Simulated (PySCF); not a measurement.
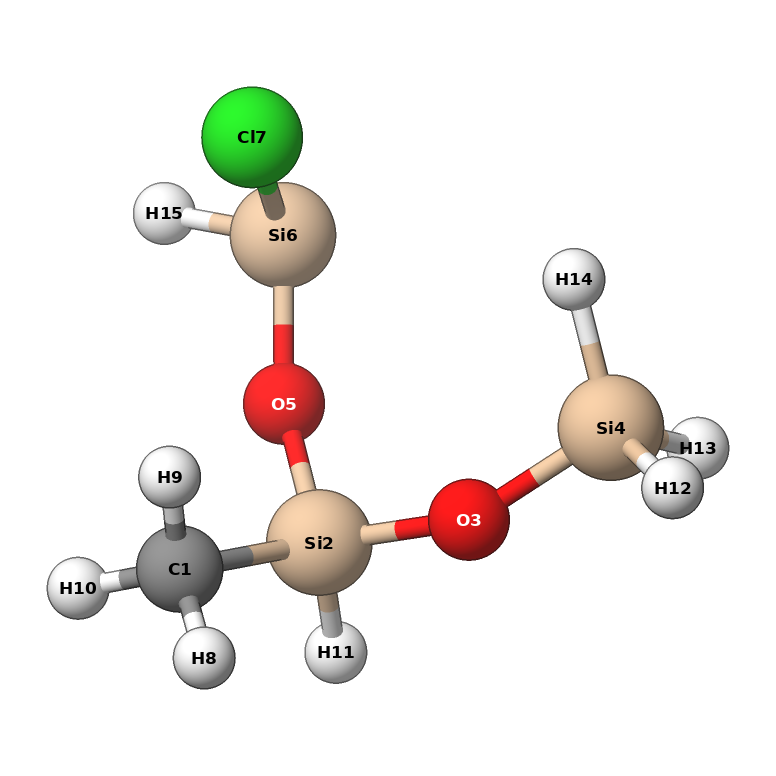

State: neutral, doublet. The computed structure is the end point of a GFN2-xTB optimisation. No frequency run is at hand to confirm it as a minimum. Method: UKS B3LYP, pcH-1 on C Cl H O Si, non-relativistic (PySCF 2.14.0). Fermi-contact and spin-dipolar terms alone, no spin-orbit part.

### Which nucleus has the largest dipolar (anisotropic) hyperfine coupling?

29Si at Si6: principal values −140.3, 68.9, 71.4 MHz.

List the isotropic and dipolar parts for the most strongly coupled nuclei, one of each equivalent set.

```json
{"atom": "Si6", "isotope": "29Si", "a_iso (MHz)": "−800.2", "dipolar part (MHz)": "−140.3, 68.9, 71.4"}
{"atom": "Cl7", "isotope": "35Cl", "a_iso (MHz)": "28.3", "dipolar part (MHz)": "−20.5, −19.6, 40.1"}
{"atom": "O5", "isotope": "17O", "a_iso (MHz)": "−30.6", "dipolar part (MHz)": "−28.1, 13.5, 14.6"}
{"atom": "H15", "isotope": "1H", "a_iso (MHz)": "198.0", "dipolar part (MHz)": "−6.3, −0.8, 7.1"}
{"atom": "H14", "isotope": "1H", "a_iso (MHz)": "1.5", "dipolar part (MHz)": "−1.9, −1.8, 3.7"}
{"atom": "H11", "isotope": "1H", "a_iso (MHz)": "−0.7", "dipolar part (MHz)": "−1.3, −1.1, 2.4"}
{"atom": "H13", "isotope": "1H", "a_iso (MHz)": "0.3", "dipolar part (MHz)": "−1.0, −0.9, 1.9"}
{"atom": "H9", "isotope": "1H", "a_iso (MHz)": "−0.2", "dipolar part (MHz)": "−1.1, −0.5, 1.6"}
```

The geometry is semi-empirical. Around Si such bond lengths and angles can be off by a tenth of an ångström or more and by several degrees, and values that hang on the shape move with them.
